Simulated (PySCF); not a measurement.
# C3H8B2 (SMILES B/C=C(\B)C): levels of theory compared

Aim: a comparison of 5 runs (HF/3-21G, wB97X/6-31G, B3LYP/6-31G*, PBE0/def2-SVP, B3LYP/def2-TZVP) of C3H8B2. The job is set up through a Python script.

Program for the calculation: PySCF 2.14.0.

## (1) The system as given

C3H8B2 has 13 atoms, charge 0, and is taken as a singlet. SMILES: `B/C=C(\B)C`. Geometry: relaxed at GFN2-xTB.

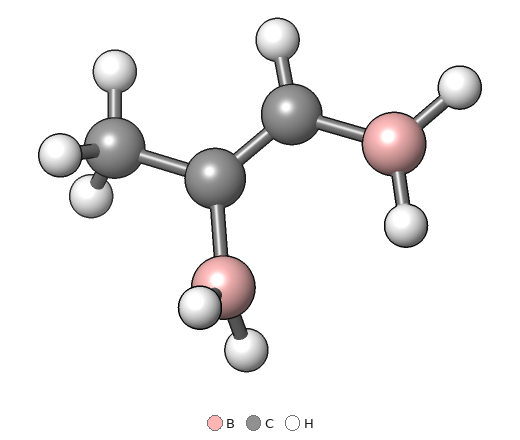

The structure, seen from a chosen angle (boron pink, carbon grey, hydrogen white).

## (2) Energy and forces at HF/3-21G (run 1)

Contents of geometry.xyz:

```xyz
13
C3H8B2
B     -1.904880     0.066090     1.098820
C     -0.816270    -0.688790     0.339170
C      0.266260    -0.062600    -0.169640
B      0.510760     1.467990    -0.032250
C      1.334540    -0.823180    -0.907140
H     -2.832630    -0.488220     1.549030
H     -1.794580     1.228530     1.225510
H     -0.883340    -1.764360     0.189750
H      1.185480     1.875010     0.832190
H      0.096700     2.203360    -0.841800
H      1.085980    -1.880160    -0.985210
H      2.288790    -0.720850    -0.389590
H      1.463190    -0.412820    -1.908830
```

Contents of job.py:

```python
# B/C=C(\B)C
from pyscf import gto

mol = gto.M(
    atom='geometry.xyz',
    verbose=4,
    max_memory=1860,
    basis='3-21g',
    spin=0,
)

hf = mol.RHF()
hf.conv_tol = 1e-10
hf.kernel()
if not hf.converged:
    hf = hf.newton().run(hf.mo_coeff, hf.mo_occ)

energy = hf.e_tot
print('E = %.10f Eh' % energy)
grad = hf.nuc_grad_method().kernel()
dip = hf.dip_moment()
pop, q = hf.mulliken_pop()
```

Run with:

```bash
$ OMP_NUM_THREADS=1 python job.py
```

What it wrote:

```text
PySCF version 2.14.0

[... 69 lines left out ...]
converged SCF energy = -166.640799921072
[... 12 lines left out ...]
Dipole moment(X, Y, Z, Debye):  1.69245, -0.35121, -1.01639
[... 75 lines left out ...]
charge of   12H =      0.22435
```

Wall time 4.2 s (1 thread of Intel Xeon at 2.70GHz, shared host); peak memory 0.13 GiB.

## (3) Energy and gradient at wB97X/6-31G (run 2)

Contents of run.py:

```python
from pyscf import gto, dft

molecule = gto.M(
    atom='''
B     -3.599702     0.124892     2.076469
C     -1.542527    -1.301624     0.640938
C      0.503158    -0.118297    -0.320573
B      0.965197     2.774099    -0.060944
C      2.521915    -1.555585    -1.714246
H     -5.352895    -0.922602     2.927242
H     -3.391265     2.321585     2.315878
H     -1.669271    -3.334157     0.358576
H      2.240233     3.543255     1.572611
H      0.182737     4.163747    -1.590771
H      2.052205    -3.552987    -1.861777
H      4.325186    -1.362209    -0.736218
H      2.765028    -0.780117    -3.607166
''',
    basis='6-31g',
    max_memory=1860,
    unit='bohr',
    charge=0,
    verbose=4,
)

mf = dft.RKS(molecule, xc='wb97x')
mf.grids.level = 5
mf.conv_tol = 1e-10
mf.kernel()
if not mf.converged:
    mf = mf.newton().run(mf.mo_coeff, mf.mo_occ)

etot = mf.e_tot
print('E = %.10f Eh' % etot)
grad = mf.nuc_grad_method().kernel()
mf.analyze()
```

Run with:

```bash
$ OMP_NUM_THREADS=1 python run.py
```

What it wrote:

```text
PySCF version 2.14.0

[... 99 lines left out ...]
One-electron Energy =                 -501.432470924904010
[... 9 lines left out ...]
MO #5   energy= -6.82212225384954  occ= 2
[... 7 lines left out ...]
MO #13  energy= -0.529696759840259 occ= 2
[... 7 lines left out ...]
MO #21  energy= 0.164150468071915  occ= 0
[... 7 lines left out ...]
MO #29  energy= 0.317959585144252  occ= 0
[... 7 lines left out ...]
MO #37  energy= 0.603317503932884  occ= 0
[... 7 lines left out ...]
MO #45  energy= 0.868217130630543  occ= 0
[... 7 lines left out ...]
MO #53  energy= 1.1051090688746    occ= 0
[... 7 lines left out ...]
MO #61  energy= 1.56140785073267   occ= 0
[... 77 lines left out ...]
Dipole moment(X, Y, Z, Debye):  1.68877, -0.36999, -1.01880
```

Run time: 44 s. Hardware: 1 thread of Intel Xeon at 2.70GHz, shared host; peak memory 0.62 GiB.

Runs 3 to 4 aren't shown in full; the table further down has their settings and results.

## (4) Energy and gradient at B3LYP/def2-TZVP (run 5)

Contents of input.xyz:

```xyz
13

B     -1.904880     0.066090     1.098820
C     -0.816270    -0.688790     0.339170
C      0.266260    -0.062600    -0.169640
B      0.510760     1.467990    -0.032250
C      1.334540    -0.823180    -0.907140
H     -2.832630    -0.488220     1.549030
H     -1.794580     1.228530     1.225510
H     -0.883340    -1.764360     0.189750
H      1.185480     1.875010     0.832190
H      0.096700     2.203360    -0.841800
H      1.085980    -1.880160    -0.985210
H      2.288790    -0.720850    -0.389590
H      1.463190    -0.412820    -1.908830
```

Contents of run.py:

```python
from pyscf import gto, dft

mol = gto.M(
    atom='input.xyz',
    spin=0,
    basis='def2-tzvp',
    max_memory=1860,
    verbose=4,
)

calc0 = dft.RKS(mol, xc='b3lyp')
calc0.conv_tol = 1e-10
calc0.grids.level = 5
calc0.kernel()
if not calc0.converged:
    calc0 = calc0.newton().run(calc0.mo_coeff, calc0.mo_occ)

energy = calc0.e_tot
print('Final energy', energy)
grad = calc0.nuc_grad_method().kernel()
calc0.analyze()
```

Run with:

```bash
$ OMP_NUM_THREADS=1 python run.py
```

What it wrote:

```text
PySCF version 2.14.0

[... 108 lines left out ...]
MO #3   energy= -10.1501437045493  occ= 2
[... 24 lines left out ...]
MO #28  energy= 0.113192855198911  occ= 0
[... 24 lines left out ...]
MO #53  energy= 0.443550092140161  occ= 0
[... 24 lines left out ...]
MO #78  energy= 0.914581658603564  occ= 0
[... 24 lines left out ...]
MO #103 energy= 1.60579463870448   occ= 0
[... 24 lines left out ...]
MO #128 energy= 2.20118735791688   occ= 0
[... 24 lines left out ...]
MO #153 energy= 2.83177713390237   occ= 0
[... 24 lines left out ...]
MO #178 energy= 3.57789553080092   occ= 0
[... 24 lines left out ...]
MO #203 energy= 22.8785114084876   occ= 0
[... 219 lines left out ...]
Dipole moment(X, Y, Z, Debye):  1.74437, -0.45299, -1.07284
```

Run time: 6.4 min. Hardware: 1 thread of Intel Xeon at 2.70GHz, shared host; peak memory 1.7 GiB.

## (5) The series

```csv
run,level,integration grid,energy (Eh),dipole moment (D),HOMO energy (eV),LUMO energy (eV),wall time
1,HF/3-21G,–,-166.640800,2.01,-9.80,2.10,4.2 s
2,wB97X/6-31G,5,-168.678718,2.01,-9.70,0.71,44 s
3,B3LYP/6-31G* (spherical functions),5,-168.777520,2.11,-7.19,-1.67,66 s
4,PBE0/def2-SVP,5,-168.411918,2.16,-7.63,-1.79,90 s
5,B3LYP/def2-TZVP,5,-168.843715,2.10,-7.44,-2.04,6.4 min
```

## (6) Outcome

| quantity | value |
| --- | --- |
| run 5: total energy | -168.84372 Eh |
| run 5: dipole moment | 2.10 D |
| run 5: HOMO energy | -7.44 eV |
| run 5: LUMO energy | -2.04 eV |
| run 5: HOMO–LUMO gap | 5.40 eV |
| run 5: largest force on an atom | 0.891 eV/Å |

**Reading.** The dipole moment (its size) runs from 2.01 D (HF/3-21G) to 2.16 D (PBE0/def2-SVP). The two ends differ in method and basis. The HOMO–LUMO gap runs from 5.40 eV (B3LYP/def2-TZVP) to 11.90 eV (HF/3-21G). Totals of different functionals can't be ranked against each other. All runs together took 9.8 min, the longest 6.4 min.
